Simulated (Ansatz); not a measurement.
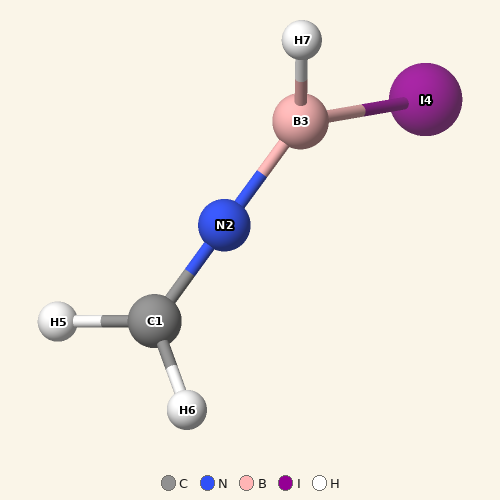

The system is CH₃BIN (SMILES C=NBI) with the probe HF; the picture shows it without the atoms that are moved over the map. The probe is moved over a plane parallel to the molecule's main plane, 3.63 Å above it. The first coordinate is: x of the probe's F atom; the second: y of the probe's F atom. Nothing is relaxed (molecule and probe rigid, the probe upright with F nearest the plane). Grid: 19 × 17 points. Points are written as (first, second). Energies are in kJ/mol, from molecule and probe far apart, each relaxed in its own basis (no counterpoise correction). Computed with RKS BHLYP-D4/def2-SVP in Ansatz.

Range: x of the probe's F atom from −3.6 to 3.6 Å; y of the probe's F atom from −3.2 to 3.2 Å.

Q: Predict the map.

A: The lowest grid point is at (−2.4 Å, 0.8 Å), −10.7 kJ/mol from molecule and probe far apart, each relaxed in its own basis (no counterpoise correction). It is the only kind of minimum in the scanned range. The highest grid point, (3.6 Å, −2.0 Å), lies 12.1 kJ/mol above the lowest. Near the minimum the curvatures are about 0.028 and 0.038 eV/Å² along the soft and the stiff direction.

| y of the probe's F atom ↓, x of the probe's F atom → | −3.2 | −2.4 | −1.6 | −0.8 | 0.0 | 0.8 | 1.6 | 2.4 | 3.2 |
| --- | --- | --- | --- | --- | --- | --- | --- | --- | --- |
| 3.2 | −3.5 | −3.5 | −2.8 | −1.5 | −0.4 | 0.5 | 1.0 | 1.1 | 1.1 |
| 2.4 | −6.3 | −6.6 | −5.3 | −3.1 | −1.2 | 0.0 | 0.7 | 1.0 | 1.0 |
| 1.6 | −9.1 | −9.5 | −8.0 | −5.3 | −2.8 | −1.0 | 0.2 | 0.9 | 0.9 |
| 0.8 | −10.2 | −10.7 | −9.5 | −7.1 | −4.6 | −2.6 | −0.6 | 0.8 | 1.0 |
| 0.0 | −9.1 | −9.8 | −9.2 | −7.7 | −5.9 | −4.2 | −1.9 | 0.2 | 1.1 |
| −0.8 | −6.5 | −7.2 | −7.1 | −6.7 | −6.0 | −4.9 | −2.8 | −0.4 | 1.0 |
| −1.6 | −3.7 | −4.2 | −4.5 | −4.8 | −5.0 | −4.2 | −2.4 | −0.3 | 1.1 |
| −2.4 | −1.9 | −2.2 | −2.4 | −2.8 | −3.0 | −2.5 | −1.2 | 0.2 | 1.1 |
| −3.2 | −1.1 | −1.1 | −1.1 | −1.2 | −1.2 | −0.8 | −0.1 | 0.6 | 1.1 |

The table holds every second grid line.

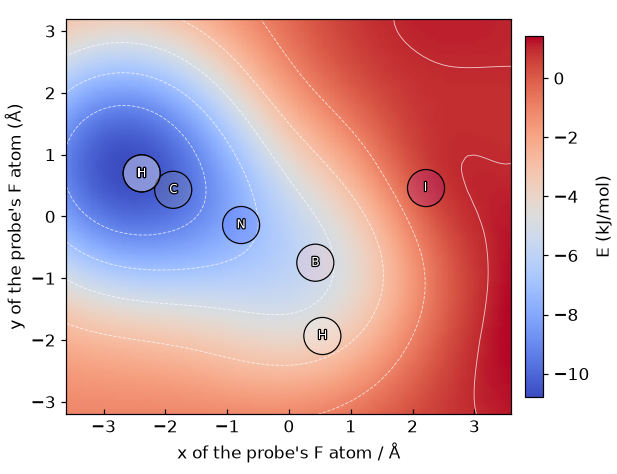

In the figure: a smooth colour map with a few white contour lines, labelled circles for the molecule's atoms, projected on the plane. Between grid points the surface is interpolated.

Time for the 323 points that were run: 48 min on 1 thread of Arm Neoverse N1 (shared host).
